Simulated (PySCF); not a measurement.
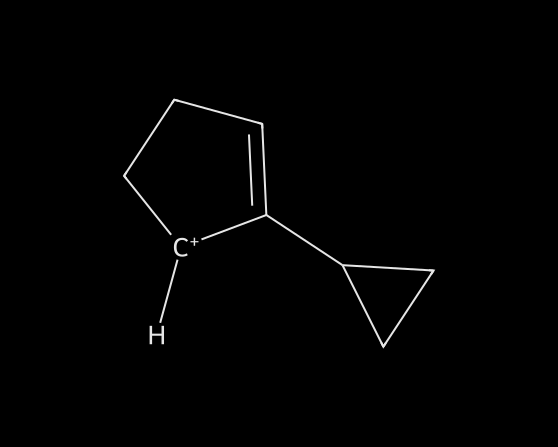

Charge +1, singlet. Computed geometry: PBE0-D3(BJ)/def2-SVP optimisation. No frequency run is at hand to confirm it as a minimum. Program: PySCF 2.14.0.

Compare HOMO energy (eV) at these levels: CAM-B3LYP/def2-SVPD; CAM-B3LYP/def2-SVPD in chloroform (IEF-PCM); CAM-B3LYP/def2-SVPD in dimethylsulfoxide (IEF-PCM); PBE0/pcSseg-1 in chloroform (IEF-PCM); PBE0/pcSseg-1 in dimethylsulfoxide (IEF-PCM).

```
                                             level  HOMO energy (eV)
                               CAM-B3LYP/def2-SVPD            −13.34
       CAM-B3LYP/def2-SVPD in chloroform (IEF-PCM)            −10.11
CAM-B3LYP/def2-SVPD in dimethylsulfoxide (IEF-PCM)             −9.34
             PBE0/pcSseg-1 in chloroform (IEF-PCM)             −8.89
      PBE0/pcSseg-1 in dimethylsulfoxide (IEF-PCM)             −8.13
```
